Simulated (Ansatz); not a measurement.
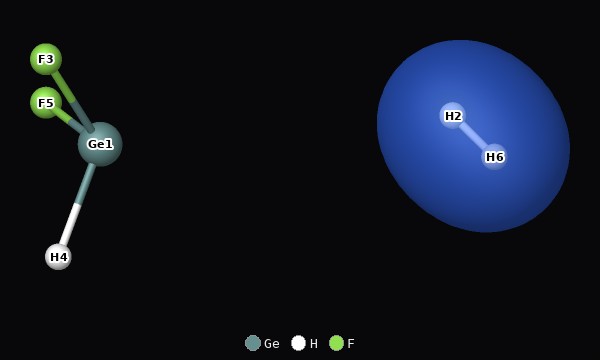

Figure. F2GeH···H2 (doublet). The HOMO−1 (β) at ±0.15 Å⁻³ᐟ² (red and blue are the two phases), seen from one side.

The calculation used UHF/def2-SVP in Ansatz 0.2.0.

```xyz
6

Ge   -0.0102    0.0187   -0.7643
H     0.1343   -0.2317    3.6740
F     1.5724   -0.0196   -1.4299
H    -0.7282    1.2622   -1.3153
F    -0.7685   -1.3711   -1.4295
H    -0.1370    0.2353    4.1900
```

Where does this orbital lie, and at what energy?

Answer. By Hirshfeld shares it lies mainly on H2 (about 50 %) and H6 (about 50 %). Its energy is −16.34 eV.
